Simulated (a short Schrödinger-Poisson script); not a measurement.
Structure: gated Al0.3Ga0.7N/GaN polarisation-induced gas, at 20 K.

```
layer     material  thickness (nm)  Na (cm⁻³)
-----  -----------  --------------  ---------
1      Al0.3Ga0.7N              10          -
2              GaN            6000       1e14
```

Constants are typed, rounded textbook-type inputs, not results; the design itself was drawn at random and stands for no fabricated device. Al0.3Ga0.7N: permittivity 9.32, conduction-band edge (eV) 0.414, gap (eV) 4.021, electron mass (mₑ) 0.236, Nv at 300 K (cm⁻³) 4.6e19. GaN: permittivity 9.5, conduction-band edge (eV) 0, gap (eV) 3.43, Nv at 300 K (cm⁻³) 4.6e19.

Channel valleys (confinement mass, in-plane density-of-states mass, number): Γ 0.2, 0.2, 1. At the gate the conduction-band edge of layer 1 lies 1.23 eV − eVg above the Fermi level of the channel; the field vanishes at the back. Sheet of polarisation charge: +1.5e13 e/cm² at 10 nm from the gate. The barrier under the gate holds no holes. Gaps are held at their typed values at every temperature. Mesh 0.08 nm at interfaces.

From a short Schrödinger-Poisson script (our own, NumPy): 1D Poisson equation in equilibrium, electrons quantum, Hartree (BenDaniel-Duke, 40 states a valley, the channel's in-plane mass for all, wave functions free to enter the barrier), parabolic valleys, classical holes, full ionisation, no traps, pinning or gate leakage.

Only gate voltages with over 1e8 electrons/cm² are shown.

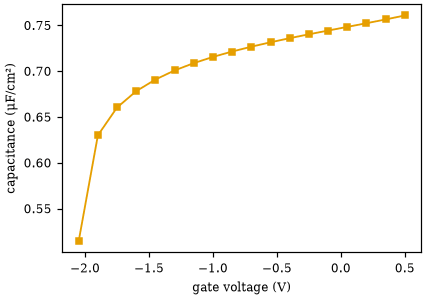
Quasi-static capacitance against gate voltage

```tsv
Vg (V)	electrons (cm⁻²)	in the channel layer	C (μF/cm²)	Γ E0 (meV)	Γ E1 (meV)
0.5	1.14e13	1.04e13	0.761	-123.4	-13.0
0.35	1.07e13	9.86e12	0.756	-116.4	-11.6
0.2	9.99e12	9.28e12	0.752	-109.3	-10.2
0.05	9.28e12	8.68e12	0.748	-102.2	-8.9
-0.1	8.58e12	8.08e12	0.744	-95.1	-7.6
-0.25	7.89e12	7.47e12	0.740	-87.9	-6.5
-0.4	7.20e12	6.86e12	0.736	-80.8	-5.3
-0.55	6.51e12	6.24e12	0.732	-73.6	-4.2
-0.7	5.83e12	5.61e12	0.727	-66.3	-3.2
-0.85	5.15e12	4.99e12	0.721	-59.1	-2.2
-1	4.48e12	4.36e12	0.716	-51.8	-1.1
-1.15	3.81e12	3.72e12	0.709	-44.5	0.1
-1.3	3.15e12	3.09e12	0.701	-37.1	1.4
-1.45	2.50e12	2.46e12	0.691	-29.7	3.2
-1.6	1.86e12	1.84e12	0.678	-22.2	5.9
-1.75	1.23e12	1.22e12	0.660	-14.7	8.9
-1.9	6.27e11	6.25e11	0.630	-7.5	11.3
-2.05	7.35e10	7.35e10	0.515	0.7	13.0
```

Subbands count from the Fermi level.
